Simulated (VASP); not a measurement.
# ZnSiAsN with vdW-DF-cx: from relaxation to properties, part 3 of 3

Wanted: the relaxed cell of ZnSiAsN and its properties. The cell is invented: it takes the structure of a Materials Project entry for ZnSiAs2 (space group 160 there), with some of its atoms replaced by other elements, volume scaled by an estimate. It may not be a known or stable phase. The atoms of the start are displaced at random from the sites of a R3m cell.

VASP 6.6.1; vdW-DF-cx; plane waves and PAW (As, Zn, Si, N); invented cell.

So far, gap on the k-mesh (eV): step 3 (full relaxation (vdW-DF-cx)) 0.647; step 4 (density, ELF and potential (vdW-DF-cx)) 0.647.

## (6) Total and projected DOS (vdW-DF-cx)

Here the states are counted by energy and projected on the atoms. The mesh is finer than in the run before.

INCAR

```
SYSTEM = ZnSiAsN
PREC = Accurate
ENCUT = 520
EDIFF = 1E-06
NELM = 100
ISMEAR = -5
SIGMA = 0.05
LREAL = .FALSE.
ALGO = Normal
GGA = CX
AGGAC = 0
LUSE_VDW = .TRUE.
LASPH = .TRUE.
NBANDS = 27
LORBIT = 11
LWAVE = .FALSE.
LCHARG = .FALSE.
KPAR = 2
NEDOS = 2001
```

POSCAR

```
ZnSiAsN
1.0
    3.0669117700     -1.7709199100      0.0000000000
    3.0669117700      1.7709199100      0.0000000000
   -2.0522288400      0.0000000000      5.8891471700
As Zn Si N
1 1 1 1
Direct
    0.5006410850      0.5006410850      0.4999163890
    0.6427603320      0.6427603320      0.9304868180
    0.1024551410      0.1024551410      0.3061597380
    0.0047254170      0.0047254170      0.0155540540
```

KPOINTS

```
Automatic mesh
0
Gamma
11 11 6
0 0 0
```

Potentials, in the order of the species: As, Zn, Si and N (PBE family, release 64).

Started as:

```sh
> mpirun -np 2 vasp_std
```

The log of the run:

```text
[... set-up lines as in an earlier step ...]
 entering main loop
       N       E                     dE             d eps       ncg     rms          rms(c)
DAV:   1     0.151736042109E+03    0.15174E+03   -0.11086E+04 11024   0.104E+03
DAV:   2    -0.427474454336E+00   -0.15216E+03   -0.13904E+03 11474   0.249E+02
DAV:   3    -0.158097645983E+02   -0.15382E+02   -0.15059E+02 13576   0.749E+01
DAV:   4    -0.161088102456E+02   -0.29905E+00   -0.29838E+00 12589   0.103E+01
DAV:   5    -0.161108344430E+02   -0.20242E-02   -0.20239E-02 13429   0.901E-01    0.107E+01
DAV:   6    -0.136496417189E+02    0.24612E+01   -0.44156E+00 15287   0.422E+01    0.612E+00
DAV:   7    -0.136941462440E+02   -0.44505E-01   -0.19113E+00 12027   0.845E+00    0.360E+00
DAV:   8    -0.136682946162E+02    0.25852E-01   -0.26704E-01 12355   0.298E+00    0.101E+00
DAV:   9    -0.136562128923E+02    0.12082E-01   -0.48522E-02 12770   0.153E+00    0.299E-01
DAV:  10    -0.136570527449E+02   -0.83985E-03   -0.97501E-03 12072   0.519E-01    0.164E-01
DAV:  11    -0.136572188412E+02   -0.16610E-03   -0.74841E-04 12260   0.185E-01    0.556E-02
DAV:  12    -0.136572035055E+02    0.15336E-04   -0.12064E-04 13800   0.922E-02    0.202E-02
DAV:  13    -0.136572153149E+02   -0.11809E-04   -0.35227E-05 11874   0.393E-02    0.791E-03
DAV:  14    -0.136572150739E+02    0.24094E-06   -0.24395E-06 12438   0.174E-02
   1 F= -.13657215E+02 E0= -.13657215E+02  d E =0.000000E+00
```

Wall time 4 min (2 MPI ranks of AMD EPYC 7R43, shared host); peak memory 1.3 GiB.

Parts of OUTCAR (step 6):

```text
   k-points           NKPTS =    204   k-points in BZ     NKDIM =    204   number of bands    NBANDS=     27

   NELECT =      26.0000    total number of electrons

 E-fermi :   4.4830

 k-point     1 :       0.0000    0.0000    0.0000
  band No.  band energies     occupation
    ...
      9       2.8429      2.00000
     10       2.8552      2.00000
     11       2.8593      2.00000
     12       4.4655      2.00000
     13       4.4663      2.00000
     14       5.1156      0.00000
     15       7.4260      0.00000
     16       8.4864      0.00000
     17       8.4897      0.00000
     18      11.3946      0.00000
    ...

Total vdW correction in eV:      4.6888803

  Total       -0.0265781     -0.0293728      0.0232800      0.0000000      0.0000000      0.0014673
  in kB       -0.6656587     -0.7356526      0.5830567      0.0000000      0.0000000      0.0367499
  external PRESSURE =      -0.2727515 kB  Pullay stress =       0.0000000 kB

 POSITION                                       TOTAL-FORCE (eV/Angst)
 -----------------------------------------------------------------------------------
      2.04490      0.00000      2.94408        -0.004901      0.000000      0.016276
      2.03301      0.00000      5.47977         0.006364      0.000000      0.002207
      0.00013      0.00000      1.80302        -0.003472      0.000000     -0.021183
     -0.00294      0.00000      0.09160         0.002009      0.000000      0.002700
 -----------------------------------------------------------------------------------
    total drift:                               -0.000225     -0.000000      0.000597

  FREE ENERGIE OF THE ION-ELECTRON SYSTEM (eV)
  ---------------------------------------------------
  free  energy   TOTEN  =       -13.6572150739 eV

  energy  without entropy=      -13.6572150739  energy(sigma->0) =      -13.65721507

Total vdW correction in eV:      4.6889118

[... 6 parts as in an earlier step ...]

[... 10 further parts left out ...]
```

Numbers from this step:

```yaml
irreducible_k_points: 204
free_energy_toten: -13.66 eV
fermi_energy: 4.483 eV
pressure: -0.02728 GPa
gap_on_the_k_mesh: 0.6493 eV
least_direct_gap_on_the_k_mesh: 0.6493 eV
```

The density of states has structure finer than the step of the table below, so its rows give means over 0.5 eV, whole bins alone (the curve runs from -4.76 to 8.04 eV). Peaks (eV: height): total -4.31: 3.01, -3.44: 3.63, -1.62: 4.23, 3.42: 2.69, 4.49: 3.06, 5.48: 3.11, 7.75: 3.65; Zn d -4.31: 0.331, -3.44: 0.351, -1.62: 0.276, 7.75: 0.0966.

States under -4.8 eV and over 8.0 eV are left out, among them most of the Zn d (centred near -6.4 eV) states. Density of states against energy, zero at the valence-band top; means over each step; values in states/eV/cell:

| energy (eV) | total | Zn d |
| --- | --- | --- |
| -4.5 | 1.45 | 0.189 |
| -4.0 | 2.17 | 0.251 |
| -3.5 | 2.98 | 0.280 |
| -3.0 | 2.28 | 0.180 |
| -2.5 | 1.71 | 0.127 |
| -2.0 | 2.41 | 0.160 |
| -1.5 | 3.02 | 0.186 |
| -1.0 | 0.927 | 0.0525 |
| -0.5 | 0.499 | 0.0218 |
| 0.0 | 0.0701 | 0.00280 |
| 0.5 | 1.6e-4 | 1.2e-6 |
| 1.0 | 0.0291 | 7.7e-4 |
| 1.5 | 0.439 | 0.0117 |
| 2.0 | 1.34 | 0.0272 |
| 2.5 | 2.15 | 0.0368 |
| 3.0 | 1.87 | 0.0295 |
| 3.5 | 2.22 | 0.0349 |
| 4.0 | 0.938 | 0.0130 |
| 4.5 | 2.34 | 0.0284 |
| 5.0 | 1.99 | 0.0309 |
| 5.5 | 2.38 | 0.0424 |
| 6.0 | 1.60 | 0.0247 |
| 6.5 | 1.97 | 0.0351 |
| 7.0 | 1.98 | 0.0408 |
| 7.5 | 2.14 | 0.0514 |

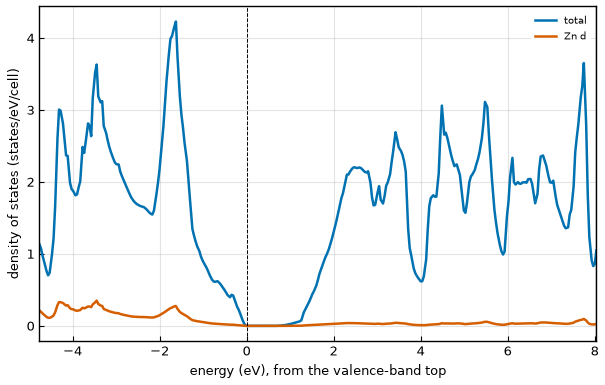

Density of states against energy.

The gap on this mesh is 0.65 eV.

## (7) Independent-particle dielectric function (vdW-DF-cx)

LOPTICS sums transitions from filled to empty bands. NBANDS is raised for it.

INCAR, as its differences from that of step 6:

```diff
@@ -5,3 +5,3 @@
 NELM = 100
-ISMEAR = -5
+ISMEAR = 0
 SIGMA = 0.05
@@ -13,3 +13,3 @@
 LASPH = .TRUE.
-NBANDS = 27
+NBANDS = 45
 LORBIT = 11
@@ -18,2 +18,4 @@
 KPAR = 2
-NEDOS = 2001
+LOPTICS = .TRUE.
+NEDOS = 1500
+CSHIFT = 0.1
```

POSCAR is that of step 6.

KPOINTS

```
Automatic mesh
0
Gamma
10 10 5
0 0 0
```

Started as:

```sh
> mpirun -np 2 vasp_std
```

The log of the run:

```text
[... set-up lines as in an earlier step ...]
 entering main loop
       N       E                     dE             d eps       ncg     rms          rms(c)
DAV:   1     0.163872174990E+03    0.16387E+03   -0.95574E+03 13057   0.624E+02
DAV:   2     0.356663705259E+01   -0.16031E+03   -0.13773E+03 13158   0.177E+02
DAV:   3    -0.157035850970E+02   -0.19270E+02   -0.18600E+02 15021   0.543E+01
DAV:   4    -0.161089803853E+02   -0.40540E+00   -0.40460E+00 15052   0.808E+00
DAV:   5    -0.161104670817E+02   -0.14867E-02   -0.14866E-02 14885   0.486E-01    0.107E+01
DAV:   6    -0.137898000486E+02    0.23207E+01   -0.24674E+00 17811   0.253E+01    0.629E+00
DAV:   7    -0.136895397194E+02    0.10026E+00   -0.75780E-01 14454   0.453E+00    0.349E+00
DAV:   8    -0.136564207050E+02    0.33119E-01   -0.14389E-01 15489   0.206E+00    0.612E-01
DAV:   9    -0.136565081070E+02   -0.87402E-04   -0.14400E-02 14738   0.575E-01    0.275E-01
DAV:  10    -0.136565996073E+02   -0.91500E-04   -0.11861E-03 14761   0.167E-01    0.128E-01
DAV:  11    -0.136567408055E+02   -0.14120E-03   -0.19627E-04 14446   0.846E-02    0.416E-02
DAV:  12    -0.136567505452E+02   -0.97397E-05   -0.26120E-05 14901   0.289E-02    0.166E-02
DAV:  13    -0.136567564614E+02   -0.59162E-05   -0.81832E-06 14186   0.152E-02    0.483E-03
DAV:  14    -0.136567564932E+02   -0.31837E-07   -0.60494E-07 12746   0.474E-03
   1 F= -.13656756E+02 E0= -.13656756E+02  d E =-.122090E-12
 optical routines
 imaginary and real dielectric function
 recalculating local potential from charge density
 direction            1
 direction            2
 direction            3
```

Elapsed: 4.6 min, on 2 MPI ranks; peak memory 1.6 GiB; 9.2 min of CPU time.

OUTCAR, selected parts (step 7):

```text
   k-points           NKPTS =    141   k-points in BZ     NKDIM =    141   number of bands    NBANDS=     45

   NELECT =      26.0000    total number of electrons

 E-fermi :   4.6932

 k-point     1 :       0.0000    0.0000    0.0000
  band No.  band energies     occupation
    ...
      9       2.8429      2.00000
     10       2.8551      2.00000
     11       2.8592      2.00000
     12       4.4655      2.00000
     13       4.4664      2.00000
     14       5.1156      0.00000
     15       7.4262      0.00000
     16       8.4865      0.00000
     17       8.4898      0.00000
     18      11.3947      0.00000
    ...

  Total       -0.0208483     -0.0237490      0.0254634      0.0000000      0.0000000      0.0015622
  in kB       -0.5221545     -0.5948039      0.6377411      0.0000000      0.0000000      0.0391255
  external PRESSURE =      -0.1597391 kB  Pullay stress =       0.0000000 kB

 POSITION                                       TOTAL-FORCE (eV/Angst)
 -----------------------------------------------------------------------------------
      2.04490      0.00000      2.94408        -0.004849      0.000000      0.015464
      2.03301      0.00000      5.47977         0.006338      0.000000      0.002268
      0.00013      0.00000      1.80302        -0.003461      0.000000     -0.020611
     -0.00294      0.00000      0.09160         0.001972      0.000000      0.002878
 -----------------------------------------------------------------------------------
    total drift:                               -0.000232     -0.000000      0.000035

  FREE ENERGIE OF THE ION-ELECTRON SYSTEM (eV)
  ---------------------------------------------------
  free  energy   TOTEN  =       -13.6567564932 eV

  energy  without entropy=      -13.6567564932  energy(sigma->0) =      -13.65675649

Total vdW correction in eV:      4.6889879

Total vdW correction in eV:      4.6889879

 plasma frequency squared (from intraband transitions) (eV^2)
  --------------------------------------------------------------------------------------
       0.000       0.000       0.000
       0.000       0.000       0.000
       0.000       0.000       0.000

[... 6 parts as in an earlier step ...]

[... 10 further parts left out ...]
```

With so small a gap the low-energy part of the spectrum hangs on the few k-points near the gap and is not converged. These are independent-particle spectra without excitons or local fields, and fine structure depends on the mesh and on CSHIFT.

Numbers from this step:

| Property | Result |
| --- | --- |
| bands | 45 |
| irreducible k-points | 141 |
| Fermi energy | 4.693 eV |
| pressure | -0.01597 GPa |
| gap on the k-mesh | 0.6492 eV |
| least direct gap on the k-mesh | 0.6492 eV |

The imaginary dielectric function has structure finer than the step of the table below, so its rows give means over 2 eV, whole bins alone (the curve runs from 0 to 25.0 eV). Peaks (eV: height): xx 3.1: 14.4, 4.6: 18.7; yy 3.2: 13.4, 4.6: 19.1; zz 5.0: 19.8.

Imaginary dielectric function against photon energy; means over each step:

| photon energy (eV) | xx | yy | zz |
| --- | --- | --- | --- |
| 2 | 2.71 | 2.75 | 1.25 |
| 4 | 13.7 | 13.6 | 10.6 |
| 6 | 8.26 | 8.26 | 11.4 |
| 8 | 4.88 | 4.88 | 5.99 |
| 10 | 2.79 | 2.79 | 2.53 |
| 12 | 1.54 | 1.54 | 1.09 |
| 14 | 0.827 | 0.826 | 0.670 |
| 16 | 0.489 | 0.489 | 0.458 |
| 18 | 0.338 | 0.338 | 0.377 |
| 20 | 0.253 | 0.253 | 0.269 |
| 22 | 0.233 | 0.232 | 0.237 |

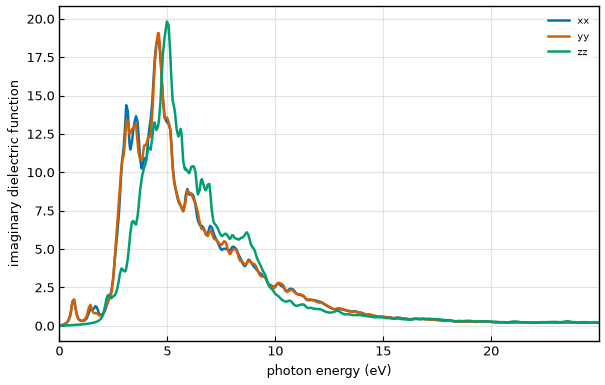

Imaginary dielectric function, plotted against photon energy.

The real dielectric function by photon energy:

| photon energy (eV) | xx | yy | zz |
| --- | --- | --- | --- |
| 0 | 10.8 | 10.8 | 9.06 |
| 2 | 12.9 | 13.0 | 11.6 |
| 4 | 8.95 | 8.66 | 12.8 |
| 6 | -0.956 | -0.842 | -0.531 |
| 8 | -1.44 | -1.50 | -1.93 |
| 10 | -1.57 | -1.48 | -3.18 |
| 12 | -1.39 | -1.37 | -1.41 |
| 14 | -0.854 | -0.842 | -0.718 |
| 16 | -0.339 | -0.340 | -0.248 |
| 18 | -0.0337 | -0.0337 | -0.0242 |
| 20 | 0.166 | 0.168 | 0.177 |
| 22 | 0.362 | 0.360 | 0.348 |
| 24 | 0.434 | 0.438 | 0.421 |

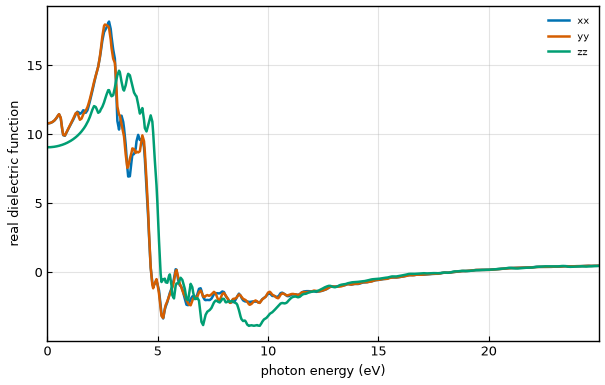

Real dielectric function, plotted against photon energy.

The mean of ε2 over directions passes 5 % of its top at 0.60 eV, against a least direct gap of 0.65 eV on this mesh; what lies under the gap is the tail of the broadening by CSHIFT.

## (8) Self-consistent run (vdW-DF-cx), changed input

A single point gives energy, forces and stress at these settings. Some settings are moved from the usual, to see what they do.

INCAR

```
SYSTEM = ZnSiAsN
PREC = Accurate
ENCUT = 800
EDIFF = 1E-06
NELM = 100
ISMEAR = 0
SIGMA = 0.05
LREAL = .FALSE.
ALGO = Normal
GGA = CX
AGGAC = 0
LUSE_VDW = .TRUE.
LASPH = .TRUE.
NBANDS = 19
LORBIT = 11
LWAVE = .FALSE.
LCHARG = .FALSE.
KPAR = 2
ISIF = 2
```

POSCAR is that of step 7.

KPOINTS

```
Automatic mesh
0
Gamma
7 7 4
0 0 0
```

Started as:

```sh
> mpirun -np 2 vasp_std
```

The log of the run:

```text
[... set-up lines as in an earlier step ...]
 entering main loop
       N       E                     dE             d eps       ncg     rms          rms(c)
DAV:   1     0.179507750019E+03    0.17951E+03   -0.15425E+04  2280   0.204E+03
DAV:   2     0.407412115245E+01   -0.17543E+03   -0.16782E+03  2315   0.385E+02
DAV:   3    -0.155056938073E+02   -0.19580E+02   -0.19260E+02  2834   0.121E+02
DAV:   4    -0.161073538700E+02   -0.60166E+00   -0.59962E+00  2749   0.189E+01
DAV:   5    -0.161134429524E+02   -0.60891E-02   -0.60870E-02  2781   0.206E+00    0.107E+01
DAV:   6    -0.135774281174E+02    0.25360E+01   -0.83197E+00  3863   0.622E+01    0.603E+00
DAV:   7    -0.137002156280E+02   -0.12279E+00   -0.26126E+00  2373   0.134E+01    0.364E+00
DAV:   8    -0.136908460021E+02    0.93696E-02   -0.69547E-01  3062   0.660E+00    0.136E+00
DAV:   9    -0.136525012130E+02    0.38345E-01   -0.23114E-01  3185   0.510E+00    0.348E-01
DAV:  10    -0.136553165984E+02   -0.28154E-02   -0.31483E-02  2436   0.120E+00    0.205E-01
DAV:  11    -0.136553320575E+02   -0.15459E-04   -0.25225E-03  3051   0.584E-01    0.665E-02
DAV:  12    -0.136553009612E+02    0.31096E-04   -0.44391E-04  3045   0.277E-01    0.313E-02
DAV:  13    -0.136553178013E+02   -0.16840E-04   -0.67347E-05  2448   0.714E-02    0.902E-03
DAV:  14    -0.136553171332E+02    0.66805E-06   -0.91223E-06  3130   0.502E-02
   1 F= -.13655317E+02 E0= -.13655317E+02  d E =-.239899E-16
```

It took 3.2 min on 2 MPI ranks; peak memory 1.5 GiB; 6.3 min of CPU time.

OUTCAR, selected parts (step 8):

```text
   k-points           NKPTS =     60   k-points in BZ     NKDIM =     60   number of bands    NBANDS=     19

   ENCUT  =  800.0 eV  58.80 Ry    7.67 a.u.   8.17  8.17 14.38*2*pi/ulx,y,z

   NELECT =      26.0000    total number of electrons

 E-fermi :   4.7430

 k-point     1 :       0.0000    0.0000    0.0000
  band No.  band energies     occupation
    ...
      9       2.8441      2.00000
     10       2.8553      2.00000
     11       2.8594      2.00000
     12       4.4681      2.00000
     13       4.4690      2.00000
     14       5.1166      0.00000
     15       7.4288      0.00000
     16       8.4878      0.00000
     17       8.4911      0.00000
     18      11.3945      0.00000
    ...

Total vdW correction in eV:      4.6895399

  Total       -0.0098622     -0.0128271      0.0039264      0.0000000      0.0000000      0.0011380
  in kB       -0.2470016     -0.3212596      0.0983374      0.0000000      0.0000000      0.0285027
  external PRESSURE =      -0.1566413 kB  Pullay stress =       0.0000000 kB

 POSITION                                       TOTAL-FORCE (eV/Angst)
 -----------------------------------------------------------------------------------
      2.04490      0.00000      2.94408        -0.005086      0.000000      0.003906
      2.03301      0.00000      5.47977         0.006885      0.000000      0.001718
      0.00013      0.00000      1.80302        -0.003627      0.000000     -0.001756
     -0.00294      0.00000      0.09160         0.001828      0.000000     -0.003868
 -----------------------------------------------------------------------------------
    total drift:                                0.000211      0.000000      0.000878

  FREE ENERGIE OF THE ION-ELECTRON SYSTEM (eV)
  ---------------------------------------------------
  free  energy   TOTEN  =       -13.6553171332 eV

  energy  without entropy=      -13.6553171332  energy(sigma->0) =      -13.65531713

Total vdW correction in eV:      4.6895970

[... 4 parts as in an earlier step ...]

[... 11 further parts left out ...]
```

Numbers from this step:

```yaml
bands: 19
irreducible_k_points: 60
fermi_energy: 4.743 eV
pressure: -0.01566 GPa
gap_on_the_k_mesh: 0.6476 eV
least_direct_gap_on_the_k_mesh: 0.6476 eV
```

Against the sound run “Density, ELF and potential (vdW-DF-cx)”, the energy at zero smearing moves by -1.7 meV an atom, the pressure by -0.01 GPa and the gap by +0.00 eV.

## (9) Results

```json
{
  "relaxed volume": "15.99 Å³/atom",
  "relaxed conventional cell a, b, c": "3.541, 3.541, 17.667 Å; angles 90.0, 90.0, 120.0°",
  "space group after relaxing, within 0.02 Å (lengths above averaged to it)": "R3m (No. 160)",
  "band gap": "0.647 eV, direct",
  "gap among the points of the DOS mesh alone, an upper bound": "0.649 eV",
  "strongest peak of ε2, mean over directions": "4.60 eV"
}
```

With vdW-DF-cx, ZnSiAsN relaxes to 15.99 Å³/atom in space group R3m and has a direct gap of 0.647 eV. Band structure (vdW-DF-cx): The path shows a direct gap of 0.65 eV (valence top at Γ, conduction bottom at Γ). Semilocal functionals usually underestimate gaps. Spin-orbit coupling is left out; it would split some degenerate bands. No search among competing phases was made. All values are for a static lattice at zero temperature.

[Lines on the potential files, build, host, timing and source positions are cut from VASP's logs without a mark.]

[Logs are printed without paths, hosts, clocks, repeated set-up lines and the standing remarks that a program may print on its own settings, such as how far it seeks lower states.]

[Hosts, paths, dates, database ids (printed as entryN), source tags and the programs' standing remarks are cut or masked in the printed files.]

[A measured line is paired with the nearest computed mode of its activity, which favours agreement.]
